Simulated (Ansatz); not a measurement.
**BNHS (doublet): correlated methods under varied settings at angle N2–B1–H4 = 154.5°**

Aim: run BNHS (doublet) at one geometry under a spread of methods and options, and see what each costs and gives.

Method: the settings change from run to run; program: Ansatz 0.2.0, Gaussian basis.

12 further runs of the same task are left out: 1 for a mislabelled method, 9 that didn't finish, 2 set aside as unsound or not needed.

## Step 1: The system

The geometry derives from a PBE0/def2-TZVP stationary point (not a proven minimum). One angle is set to the value named; bond lengths are kept.

4 atoms, charge 0, spin multiplicity 2.

Atoms are counted from 1 here; the program's logs count them from 0.

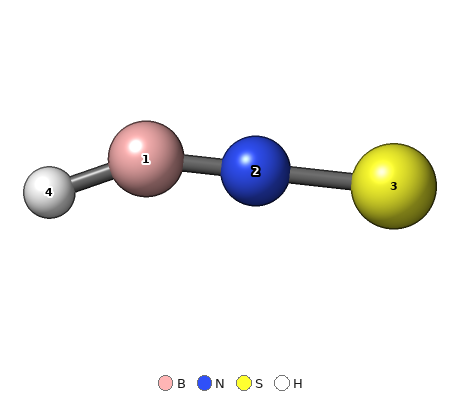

The geometry (boron pink, nitrogen blue, sulfur yellow, hydrogen white); atoms are numbered from 1 in the order of the file.

As a file:

```xyz
4
BHNS
B    -0.29057    0.00000    0.71366
N    -0.01344    0.00000   -0.51108
S     0.33641    0.00000   -2.05719
H    -0.03240    0.00000    1.85461
```

## Step 2: MP2 on ROHF/6-31G*

Input file in.yaml:

```yaml
crystal:
  periodic: [false, false, false]
  atoms:
    - {symbol: B, position_ang: [-0.290570, 0.000000, 0.713658]}
    - {symbol: N, position_ang: [-0.013440, 0.000000, -0.511079]}
    - {symbol: S, position_ang: [0.336409, 0.000000, -2.057192]}
    - {symbol: H, position_ang: [-0.032398, 0.000000, 1.854613]}
basis:
  gaussian: {orbitals: "6-31G*"}
magnetization: {spin_polarized: false, initial_magnetization: 1}
correlation: {method: mp2, electrons: valence}
output: {forces: true}
```

Started as:

```bash
$ ansatz run in.yaml --threads 1 --pin off --events-out ev --progress --plain --max-ram 2393MiB
```

Output:

```text
Functional definition: HF
  name "HF"
  cite "Fock, Z. Phys. 61, 126 (1930) doi:10.1007/BF01340294"
  parent pbe
  exchange = exact_x
  correlation = 0
479 factors; integrals over basis functions are off by at most 7.7e-4 eV
mean field evaluation 1: about -12983.0007 eV, gradient 2.3e1 eV
mean field evaluation 2: about -12983.0595 eV, gradient 2.3e1 eV
mean field evaluation 4: about -12984.6528 eV, gradient 4.2e0 eV
mean field evaluation 8: about -12984.7350 eV, gradient 4.6e-1 eV
mean field evaluation 16: about -12984.2755 eV, gradient 8.0e0 eV
mean field evaluation 32: about -12984.7295 eV, gradient 4.1e-2 eV
mean field evaluation 64: about -12984.6906 eV, gradient 1.5e0 eV
mean field -12984.73740130 eV, -477.1802981265 hartree, gradient 7.4e-6 eV, S^2 0.750000; 6 other end points of the search recorded, 0 dependent functions left out
mean field evaluation 96: about -12984.8578 eV, gradient 1.3e-1 eV
mean field evaluation 128: about -12984.8513 eV, gradient 5.8e-2 eV
7 core orbitals not correlated: weight in the atoms' cores, before any rotation towards them, 1.000 or more for the frozen orbitals, at most 0.000 for the correlated occupied ones
reference -12984.73740130 eV, -477.1802981265 hartree; 8, 7 occupied and 36, 37 virtual orbitals, 479 factors
second order -9.36070404 eV of doubles, -0.07440763 eV of singles
the calculation of the forces begins
Total energy: -12994.17251296 eV, -477.5270320848 hartree
Atom 0 at    -0.290570     0.000000     0.713658 Å, force     0.622714    -0.000000     1.160174 eV/Å
Atom 1 at    -0.013440     0.000000    -0.511079 Å, force    -0.145771     0.000000    -0.282105 eV/Å
Atom 2 at     0.336409     0.000000    -2.057192 Å, force     0.084948     0.000000    -1.065784 eV/Å
Atom 3 at    -0.032398     0.000000     1.854613 Å, force    -0.561891     0.000000     0.187715 eV/Å
Dipole moment:    -0.041621    -0.000000     0.243317 e Å
```

Wall time 4.1 s (1 thread of Arm Neoverse N1, shared host).

## Step 3: CCSDT on ROHF/STO-3G

in.yaml, as its differences from that of step 2:

```diff
@@ -8,5 +8,5 @@
 basis:
-  gaussian: {orbitals: "6-31G*"}
+  gaussian: {orbitals: STO-3G, fitting: {mean_field: def2-universal-jkfit}, point_charges: [{charge: 1.00, position_ang: [3.816, 0.699, -0.207]}]}
 magnetization: {spin_polarized: false, initial_magnetization: 1}
-correlation: {method: mp2, electrons: valence}
+correlation: {method: ccsdt, electrons: all, diis_vectors: 12}
 output: {forces: true}
```

Same command.

Output, shortened:

```text
Functional definition: HF
  name "HF"
  cite "Fock, Z. Phys. 61, 126 (1930) doi:10.1007/BF01340294"
  parent pbe
[...]
298 factors; integrals over basis functions are off by at most 8.7e-3 eV
[...]
mean field -12839.18745733 eV, -471.8314363431 hartree, gradient 1.0e-6 eV, S^2 0.750000; 6 other end points of the search recorded, 0 dependent functions left out
[...]
determinant -12839.18745733 eV, -471.8314363431 hartree, with singles and doubles -12843.45636954 eV, -471.9883159732 hartree
determinant -12839.07992565 eV, -471.8274846266 hartree, with singles and doubles -12843.34079605 eV, -471.9840687256 hartree
determinant -12839.18745733 eV, -471.8314363431 hartree, with singles and doubles -12843.45621751 eV, -471.9883103862 hartree
determinant -12839.07992565 eV, -471.8274846266 hartree, with singles and doubles -12843.34083789 eV, -471.9840702634 hartree
reference -12839.18745733 eV, -471.8314363431 hartree; 15, 14 occupied and 5, 6 virtual orbitals, 298 factors
second order -3.76105773 eV of doubles, -0.01603704 eV of singles
cycle   1  -3.85860905 eV  change   -8.1e-2 eV  update   1.2e-1
[...]
cycle  29  -4.46963416 eV  change   -8.0e-9 eV  update   4.2e-8
[...]
Total energy: -12843.65709150 eV, -471.9956923690 hartree
Atom 0 at    -0.290570     0.000000     0.713658 Å, force     0.920389    -0.067137    -0.060867 eV/Å
Atom 1 at    -0.013440     0.000000    -0.511079 Å, force    -0.996201     0.069837     4.335247 eV/Å
Atom 2 at     0.336409     0.000000    -2.057192 Å, force     0.725799    -0.018539    -4.275331 eV/Å
Atom 3 at    -0.032398     0.000000     1.854613 Å, force    -0.595321     0.028839    -0.014372 eV/Å
Dipole moment:    -0.026256    -0.001791    -0.149762 e Å
```

It took 46 s on 1 thread of Arm Neoverse N1, shared host; peak memory 0.29 GiB.

From the report: correlation -4.4696 eV; T1 0.016; largest double amplitude 0.09.

## Step 4: CCSD on UHF/def2-SVP

Input file in.yaml:

```yaml
crystal:
  periodic: [false, false, false]
  atoms:
    - {symbol: B, position_ang: [-0.290570, 0.000000, 0.713658]}
    - {symbol: N, position_ang: [-0.013440, 0.000000, -0.511079]}
    - {symbol: S, position_ang: [0.336409, 0.000000, -2.057192]}
    - {symbol: H, position_ang: [-0.032398, 0.000000, 1.854613]}
basis:
  gaussian: {orbitals: def2-SVP}
magnetization: {spin_polarized: true, initial_magnetization: 1}
correlation: {method: ccsd, electrons: all}
output: {forces: true}
```

Same command.

Output, shortened:

```text
Functional definition: HF
  name "HF"
  cite "Fock, Z. Phys. 61, 126 (1930) doi:10.1007/BF01340294"
  parent pbe
[...]
498 factors; integrals over basis functions are off by at most 1.2e-3 eV
[...]
mean field -12980.25092449 eV, -477.0154231448 hartree, gradient 8.7e-6 eV, S^2 0.767522; 9 other end points of the search recorded, 0 dependent functions left out
determinant -12980.25092449 eV, -477.0154231448 hartree, with singles and doubles -12990.74198698 eV, -477.4009625802 hartree
determinant -12980.23580134 eV, -477.0148673793 hartree, with singles and doubles -12990.70854838 eV, -477.3997337343 hartree
determinant -12980.25092449 eV, -477.0154231448 hartree, with singles and doubles -12990.74293050 eV, -477.4009972539 hartree
determinant -12980.23580134 eV, -477.0148673793 hartree, with singles and doubles -12990.70916446 eV, -477.3997563750 hartree
reference -12980.25092449 eV, -477.0154231448 hartree; 15, 14 occupied and 36, 37 virtual orbitals, 498 factors
second order -9.82380918 eV of doubles, -0.00000000 eV of singles
cycle   1  -10.49200281 eV  change    3.2e-6 eV  update   3.4e-6
[...]
cycle   4  -10.49199938 eV  change   -2.5e-9 eV  update   5.3e-9
[...]
Total energy: -12990.74292386 eV, -477.4009970102 hartree
Atom 0 at    -0.290570     0.000000     0.713658 Å, force     0.736494     0.000000     0.575864 eV/Å
Atom 1 at    -0.013440     0.000000    -0.511079 Å, force    -0.328938    -0.000000     0.098206 eV/Å
Atom 2 at     0.336409     0.000000    -2.057192 Å, force     0.130506     0.000000    -1.154649 eV/Å
Atom 3 at    -0.032398     0.000000     1.854613 Å, force    -0.538062    -0.000000     0.480579 eV/Å
Dipole moment:    -0.025073    -0.000000     0.182737 e Å
```

It took 79 s on 1 thread of Arm Neoverse N1, shared host; peak memory 0.34 GiB.

From the report: ⟨S²⟩ of the determinant 0.768 (pure doublet: 0.75); correlation -10.4920 eV; T1 0.017; largest double amplitude 0.05.

## Step 5: BCCD on ROHF/cc-pVDZ

in.yaml, as its differences from that of step 4:

```diff
@@ -8,5 +8,6 @@
 basis:
-  gaussian: {orbitals: def2-SVP}
-magnetization: {spin_polarized: true, initial_magnetization: 1}
-correlation: {method: ccsd, electrons: all}
+  gaussian: {orbitals: cc-pVDZ}
+magnetization: {spin_polarized: false, initial_magnetization: 1}
+correlation: {method: bccd, electrons: outside_noble_gas}
+scf: {omitted_lower_state_checks: [cluster_reference]}
 output: {forces: true}
```

The command is unchanged.

Output, shortened:

```text
Functional definition: HF
  name "HF"
  cite "Fock, Z. Phys. 61, 126 (1930) doi:10.1007/BF01340294"
  parent pbe
[...]
505 factors; integrals over basis functions are off by at most 1.1e-3 eV
[...]
mean field -12985.35577710 eV, -477.2030230182 hartree, gradient 1.4e-6 eV, S^2 0.750000; 6 other end points of the search recorded, 0 dependent functions left out
7 core orbitals not correlated: weight in the atoms' cores, before any rotation towards them, 1.000 or more for the frozen orbitals, at most 0.000 for the correlated occupied ones
reference -12985.35577710 eV, -477.2030230182 hartree; 8, 7 occupied and 36, 37 virtual orbitals, 505 factors
second order -9.60303700 eV of doubles, -0.07846998 eV of singles
cycle   1  -9.88768302 eV  change   -2.0e-1 eV  update   1.0e-1
[...]
cycle  25  -10.30303836 eV  change   -2.6e-9 eV  update   1.3e-8
[...]
the multipliers restart with 30 DIIS vectors
Total energy: -12995.65881546 eV, -477.5816526941 hartree
Atom 0 at    -0.290570     0.000000     0.713658 Å, force     0.571245    -0.000000     0.846082 eV/Å
Atom 1 at    -0.013440     0.000000    -0.511079 Å, force    -0.288972     0.000000     0.296356 eV/Å
Atom 2 at     0.336409     0.000000    -2.057192 Å, force     0.220057    -0.000000    -1.670649 eV/Å
Atom 3 at    -0.032398     0.000000     1.854613 Å, force    -0.502330    -0.000000     0.528211 eV/Å
Dipole moment:    -0.024376     0.000000     0.203545 e Å
Checks for a lower state left out: cluster_reference
```

It took 98 s on 1 thread of Arm Neoverse N1, shared host; peak memory 0.29 GiB.

From the report: correlation -10.3030 eV; largest double amplitude 0.06.

## Step 6: The runs in one table

Where basis and cores are those of an earlier UCCSDT(Q)/cc-pVDZ run (-12996.1610 eV), and the state is the same kind, the miss against it is given.

```csv
level,correlated,functions,energy (eV),from UCCSDT(Q) (meV),time
MP2 on ROHF/6-31G*,valence,51,-12994.1725,,4.1 s
CCSDT on ROHF/STO-3G (beside a point charge),all,20,-12843.6571,,46 s
CCSD on UHF/def2-SVP,all,51,-12990.7429,,79 s
BCCD on ROHF/cc-pVDZ,outside noble gas,51,-12995.6588,502.2,98 s
```

## Step 7: Summary of results

```
quantity                       value
    runs                           4
quickest   MP2 on ROHF/6-31G*, 4.1 s
 slowest  BCCD on ROHF/cc-pVDZ, 98 s
```

What this shows: Total energies in different bases, with other cores or another treatment of relativity can't be set against each other. BCCD on ROHF/cc-pVDZ took 24 times as long as MP2 on ROHF/6-31G*; the jobs differ in more than the method.
